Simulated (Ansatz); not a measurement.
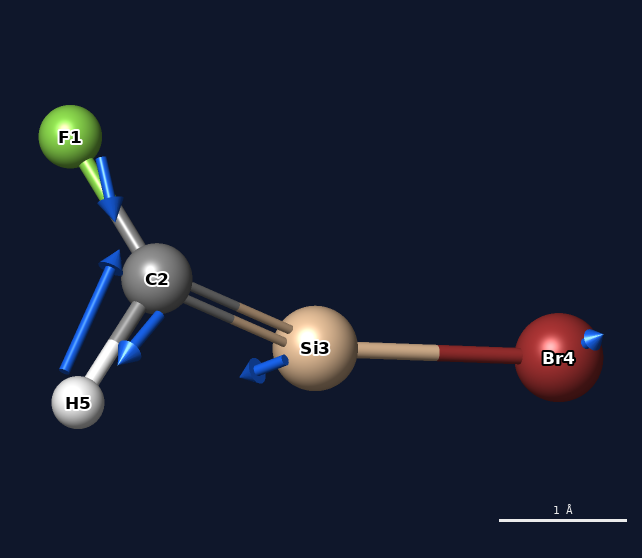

Arrows show the forces on the atoms, 0.4 Å of arrow for 1 eV/Å; forces under a tenth of the largest aren't drawn. State: charge +1, singlet. Level of theory: revPBE-D4/def2-TZVPP (Ansatz 0.2.0).

**On which atom is the force largest, and how large is it?**

On H5: 2.83 eV/Å.

**Along which bond is the force strongest?**

C2–H5, now 1.238 Å: the forces pull its atoms together, so a first step downhill shortens it.

List the force components in the frame of the picture (x right, y up, z towards the viewer), in eV/Å.

```csv
atom,Fx,Fy,Fz
F1,0.28,−1.27,0.32
C2,−0.83,−0.99,0.91
Si3,−0.91,−0.35,−0.64
Br4,0.36,0.19,0.36
H5,1.10,2.42,−0.96
```
